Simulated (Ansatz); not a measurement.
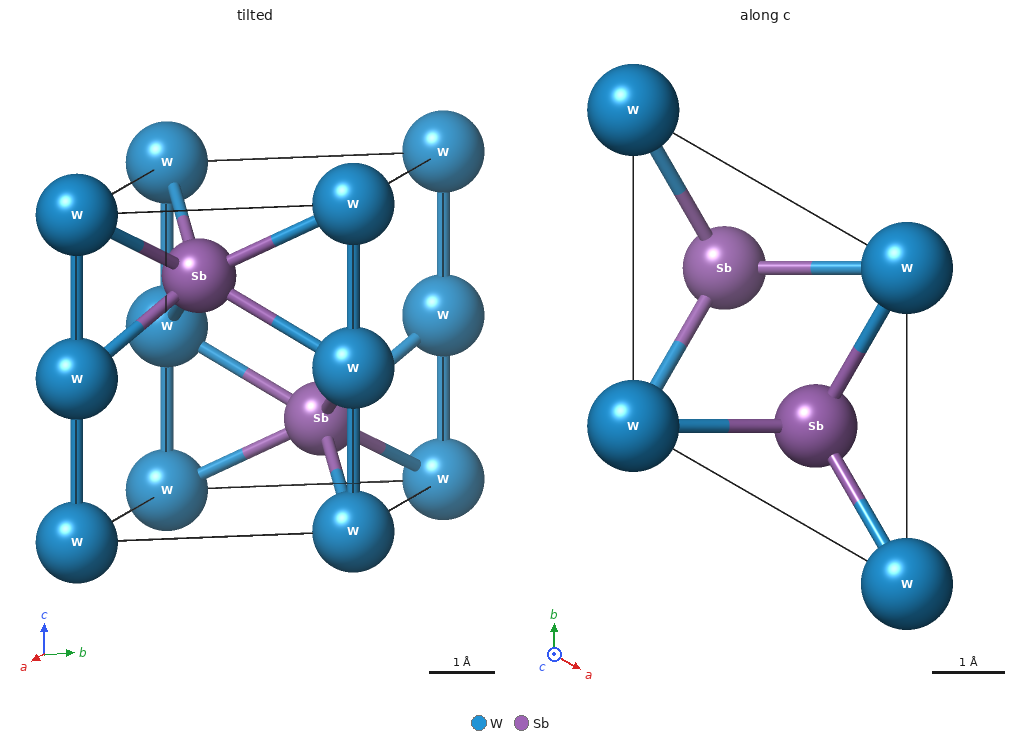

We look at a ball-and-stick model of the crystal slightly off an axis and along the c axis. The wireframe shows the conventional unit cell.

SbW, nickel arsenide (NiAs) type, space group P6_3/mmc (No. 194), a = 4.400 Å, b = 4.400 Å, c = 5.210 Å, α = 90.00°, β = 90.00°, γ = 120.00°. The structure was taken from a structure type filled with these elements by a generator (whether the compound takes this form wasn't checked). Earlier steps of the study, as a rule a relaxation of our own, may have changed the cell and positions, so they can lie some per cent off the listed ones. A calculation with Ansatz used it as input.

This one geometry was computed with Ansatz (DFT, plane waves, PAW) at four levels of theory: r2SCAN, LDA, PBEsol and PBE with spin-orbit coupling.

Question: Which level gives the highest pressure at this volume, and what does that say about its equilibrium volume?

Answer: Highest: PBE with spin-orbit coupling (0.2 GPa), which points to the largest equilibrium volume. Lowest, with the smallest volume: LDA (-7.8 GPa). Levels within 0.5 GPa of each other can't be told apart.

Question: How does the band gap change with the level of theory?

Answer: All levels give a metal.

Question: Collect the results in a table.

Answer:
| level | cutoff (eV) | k-mesh of the run's cell | gap (eV) | pressure (GPa) |
| --- | --- | --- | --- | --- |
| r2SCAN | 500 | 10×10×6 | metal | -2.4 |
| LDA | 420 | 10×10×6 | metal | -7.8 |
| PBEsol | 420 | 10×10×6 | metal | -5.0 |
| PBE with spin-orbit coupling | 420 | 10×10×6 | metal | 0.2 |

Gaps are taken on the k-mesh or band path of each run.
